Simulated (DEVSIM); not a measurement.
System: Ni/SiO2/n-Si capacitor, at 250 K.

| layer (left to right) | material | thickness (nm) | Nd (cm⁻³) |
|---|---|---|---|
| 1 | SiO2 | 13.0 | - |
| 2 | Si | 4000 | 1e15 |

Metal gate on the left, work function 5.1 eV. Fixed charge at the semiconductor interface 3.5e11 cm⁻² (in units of +e); no interface traps.

Constants are typed, rounded textbook-type inputs, not results; the design itself was drawn at random and stands for no fabricated device. Values at 300 K; Nc and Nv go as T^1.5, mobilities as T to minus their exponent, the gap by Varshni's rule with the affinity fixed.

```csv
parameter,SiO2,Si
gap (eV),9,1.124
affinity (eV),0.9,4.05
permittivity,3.9,11.7
Nc (cm⁻³),-,2.86e19
Nv (cm⁻³),-,3.1e19
Varshni α (eV/K),-,0.000473
Varshni β (K),-,636
```

Model (solved in DEVSIM): 1D Poisson equation in equilibrium, Boltzmann statistics, complete ionisation; no quantum confinement or tunnelling. Metal contacts follow the ideal Schottky-Mott rule: no Fermi-level pinning, no interface dipoles.

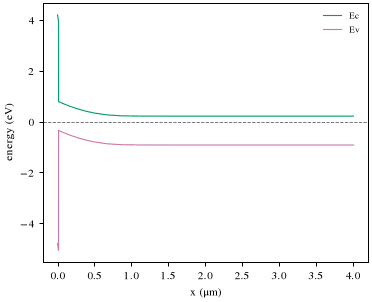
*Band edges at 0.0 V on the gate*

Energies count from the Fermi level of the right contact; mesh points crowd at the junctions.

```csv
x (μm),Ec (eV),Ev (eV),n (cm⁻³),p (cm⁻³),field (V/cm)
0.000,4.200,-4.800,< 1e2,< 1e2,-200000
0.001423,4.171,-4.829,< 1e2,< 1e2,-200000
0.004113,4.117,-4.883,< 1e2,< 1e2,-200000
0.008743,4.024,-4.976,< 1e2,< 1e2,-200000
0.01208,3.956,-5.044,< 1e2,< 1e2,-200000
0.01331,0.788,-0.348,2900,2.2e12,-13000
0.01516,0.785,-0.351,3200,2.0e12,-13000
0.02199,0.777,-0.360,4800,1.3e12,-13000
0.03552,0.759,-0.377,11000,5.9e11,-13000
0.06523,0.722,-0.414,60000,1.1e11,-12000
0.1364,0.639,-0.497,2900000,2.2e9,-11000
0.3801,0.413,-0.723,1.0e11,62000,-7400
0.8710,0.227,-0.909,5.8e14,< 1e2,-910
1.949,0.215,-0.921,1.0e15,< 1e2,≈ 0
3.337,0.215,-0.921,1.0e15,< 1e2,≈ 0
3.724,0.215,-0.921,1.0e15,< 1e2,≈ 0
3.885,0.215,-0.921,1.0e15,< 1e2,≈ 0
3.959,0.215,-0.921,1.0e15,< 1e2,≈ 0
3.995,0.215,-0.921,1.0e15,< 1e2,≈ 0
4.006,0.215,-0.921,1.0e15,< 1e2,≈ 0
4.011,0.215,-0.921,1.0e15,< 1e2,≈ 0
4.013,0.215,-0.921,1.0e15,< 1e2,≈ 0
```
